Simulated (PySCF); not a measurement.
**Two runs on CH8N2Si2**

System: CH8N2Si2.
Method of run 1: GIAO PBE0/6-31G* NMR shielding, non-relativistic, gas phase (PySCF 2.14.0).

The geometry comes from this level: PBE0-D3(BJ)/def2-SVP. Text and figures count atoms from 1; the logs count them from 0 in places.

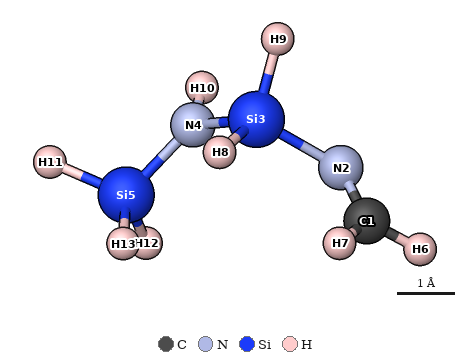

**Figure 1.** The structure (ball-and-stick view, seen at a tilt; atoms are numbered from 1 in the order of the input). Bond lengths as drawn: C–H 1.11 Å, C–N 1.26 Å, H–N 1.02 Å, H–Si 1.49 to 1.50 Å and N–Si 1.73 to 1.76 Å.

### Input file, run 1
```
{"job": {"kind": "nmr", "xc": "PBE0", "basis": "6-31G*", "pop": true}, "charge": 0, "multiplicity": 1}
C      2.584343    -0.324362     0.410080
N      1.748200    -0.452288    -0.525823
Si     0.439200     0.682695    -0.836700
N     -1.105575    -0.097727    -0.784055
Si    -2.123192    -0.367995     0.603563
H      3.385843    -1.073123     0.560656
H      2.590236     0.517247     1.139463
H      0.442482     1.779957     0.185710
H      0.666915     1.212482    -2.210597
H     -1.369281    -0.590732    -1.633721
H     -3.527240     0.080145     0.347123
H     -2.182185    -1.808913     1.005351
H     -1.543967     0.425245     1.727451
```

The first line tells a small driver script what to run in PySCF; the rest is the geometry in Å.

Launched with:
```bash
OMP_NUM_THREADS=1 python <driver script> task.json out
```

Hardware: 1 CPU thread, shared host.

### Output (run 1)
```
coarse grid: 11424 points
cycle   1  E = -730.9570983987  dE =  2.197e-01  |g| = 5.236e-01  |ddm| = 3.192e+00
cycle   2  E = -730.8476888314  dE =  1.094e-01  |g| = 8.592e-01  |ddm| = 1.187e+00
cycle   3  E = -731.0179955834  dE = -1.703e-01  |g| = 9.297e-02  |ddm| = 8.004e-01
cycle   4  E = -731.0196931022  dE = -1.698e-03  |g| = 4.646e-02  |ddm| = 9.973e-02
cycle   5  E = -731.0201578387  dE = -4.647e-04  |g| = 1.091e-02  |ddm| = 4.093e-02
cycle   6  E = -731.0201874915  dE = -2.965e-05  |g| = 2.484e-03  |ddm| = 1.248e-02
cycle   7  E = -731.0201890877  dE = -1.596e-06  |g| = 3.420e-04  |ddm| = 2.946e-03
final grid: 100024 points
cycle   8  E = -730.9621876981  dE = -1.079e-05  |g| = 6.467e-03  |ddm| = 1.233e-02
cycle   9  E = -730.9621798149  dE =  7.883e-06  |g| = 8.858e-03  |ddm| = 1.324e-02
cycle  10  E = -730.9621976023  dE = -1.779e-05  |g| = 1.106e-03  |ddm| = 7.715e-03
cycle  11  E = -730.9621979056  dE = -3.033e-07  |g| = 2.146e-04  |ddm| = 9.796e-04
cycle  12  E = -730.9621979132  dE = -7.627e-09  |g| = 1.140e-04  |ddm| = 2.330e-04
cycle  13  E = -730.9621979161  dE = -2.923e-09  |g| = 1.872e-05  |ddm| = 1.068e-04
cycle  14  E = -730.9621979162  dE = -8.549e-11  |g| = 3.317e-06  |ddm| = 2.368e-05
converged SCF energy = -730.9621979162

GIAO shielding tensors (ppm)
atom      isotropic    diamagn.    paramagn.     s11        s22        s33       span
  0 C       35.566     256.206    -220.640    -50.322     19.619    137.403    187.724
  1 N     -114.159     325.358    -439.517   -462.222   -155.012    274.757    736.979
  2 Si     417.254     882.826    -465.572    384.034    424.065    443.661     59.627
  3 N      251.448     320.837     -69.389    223.661    254.974    275.707     52.046
  4 Si     440.493     881.277    -440.784    407.092    416.234    498.154     91.063
  5 H       23.671      27.950      -4.279     22.714     24.003     24.296      1.582
  6 H       23.583      30.870      -7.287     21.685     23.011     26.053      4.369
  7 H       26.862      31.736      -4.874     23.855     25.885     30.847      6.992
  8 H       26.566      29.563      -2.997     23.656     24.623     31.419      7.763
  9 H       31.968      29.620       2.349     23.711     29.225     42.970     19.259
 10 H       26.979      28.401      -1.421     23.315     25.235     32.387      9.071
 11 H       27.071      29.412      -2.341     23.433     25.373     32.407      8.974
 12 H       27.087      30.858      -3.772     24.005     26.254     31.000      6.995
```

Run 2 used a changed input.

### The two runs side by side

| quantity | run 1 | run 2 |
| --- | --- | --- |
| outcome | converged | converged |
| total energy (hartree) | −730.962198 | −730.711653 |
| HOMO (eV) | −6.85 | −6.91 |
| LUMO (eV) | −0.57 | −0.73 |
| dipole moment (D) | 0.44 | 0.41 |
| shielding of C1 (ppm) | 35.6 | 30.7 |
| shielding of N2 (ppm) | −114.2 | −134.1 |
| shielding of Si3 (ppm) | 417.3 | 435.6 |
| shielding of N4 (ppm) | 251.4 | 255.1 |
| shielding of Si5 (ppm) | 440.5 | 462.4 |
| shielding of H7 (ppm) | 23.6 | 23.0 |
| shielding of H10 (ppm) | 32.0 | 31.1 |
| SCF iterations | 14 | 14 |
| basis functions | 94 | 118 |
| wall time (shared host) | 9 s | 14 s |

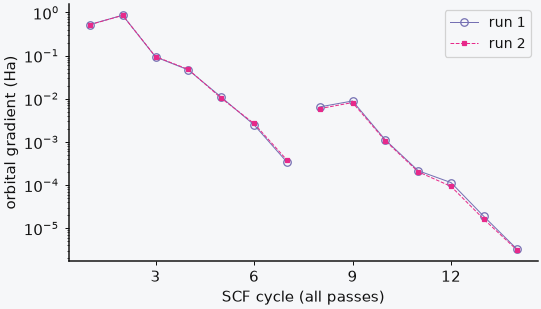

**Figure 2.** Convergence of the two runs: orbital gradient against the SCF cycle. A break in a curve parts two SCF passes (coarse and final grid). Run 1 takes 14 cycles in all, and run 2 takes 14.

What was changed in the input?

The change (lines with − go, lines with + come):
```diff
-"basis": "6-31G*"
+"basis": "def2-SVP"
```

The total energy of run 2 is 157.2 kcal/mol higher, which measures the change of basis and not a stability. The HOMO goes from −6.85 to −6.91 eV. The LUMO goes from −0.57 to −0.73 eV. Of all shieldings, the largest change is that of Si5, by +21.9 ppm. The number of SCF iterations is the same. The basis functions go from 94 to 118.

### Output (run 2)
```
coarse grid: 11424 points
cycle   1  E = -730.5659822312  dE =  1.895e-01  |g| = 5.184e-01  |ddm| = 3.436e+00
cycle   2  E = -730.4572141364  dE =  1.088e-01  |g| = 8.542e-01  |ddm| = 1.198e+00
cycle   3  E = -730.6248854211  dE = -1.677e-01  |g| = 9.471e-02  |ddm| = 8.072e-01
cycle   4  E = -730.6266308040  dE = -1.745e-03  |g| = 4.782e-02  |ddm| = 1.068e-01
cycle   5  E = -730.6271250807  dE = -4.943e-04  |g| = 1.030e-02  |ddm| = 4.270e-02
cycle   6  E = -730.6271517533  dE = -2.667e-05  |g| = 2.670e-03  |ddm| = 1.301e-02
cycle   7  E = -730.6271536052  dE = -1.852e-06  |g| = 3.818e-04  |ddm| = 3.236e-03
final grid: 100024 points
cycle   8  E = -730.7116445114  dE = -8.601e-06  |g| = 5.898e-03  |ddm| = 1.444e-02
cycle   9  E = -730.7116375342  dE =  6.977e-06  |g| = 8.154e-03  |ddm| = 1.254e-02
cycle  10  E = -730.7116526303  dE = -1.510e-05  |g| = 1.056e-03  |ddm| = 7.418e-03
cycle  11  E = -730.7116529044  dE = -2.740e-07  |g| = 2.028e-04  |ddm| = 9.388e-04
cycle  12  E = -730.7116529119  dE = -7.479e-09  |g| = 9.299e-05  |ddm| = 2.220e-04
cycle  13  E = -730.7116529139  dE = -1.979e-09  |g| = 1.610e-05  |ddm| = 9.141e-05
cycle  14  E = -730.7116529139  dE = -6.321e-11  |g| = 3.166e-06  |ddm| = 2.051e-05
converged SCF energy = -730.7116529139

GIAO shielding tensors (ppm)
atom      isotropic    diamagn.    paramagn.     s11        s22        s33       span
  0 C       30.671     254.652    -223.982    -56.704     10.355    138.362    195.066
  1 N     -134.065     324.749    -458.814   -509.968   -169.584    277.357    787.325
  2 Si     435.586     882.883    -447.296    400.343    442.210    464.206     63.863
  3 N      255.060     315.948     -60.888    228.356    258.197    278.626     50.270
  4 Si     462.388     880.123    -417.735    426.082    437.142    523.939     97.856
  5 H       23.166      28.354      -5.188     22.061     23.636     23.799      1.738
  6 H       23.043      31.836      -8.793     21.025     22.741     25.364      4.339
  7 H       26.589      32.054      -5.466     23.599     25.618     30.550      6.951
  8 H       26.184      29.548      -3.364     23.278     24.216     31.057      7.780
  9 H       31.064      30.634       0.431     22.575     28.552     42.065     19.490
 10 H       26.576      28.222      -1.646     22.973     24.793     31.962      8.989
 11 H       26.630      29.436      -2.805     23.011     24.875     32.005      8.994
 12 H       26.782      30.908      -4.126     23.827     25.885     30.635      6.807
```
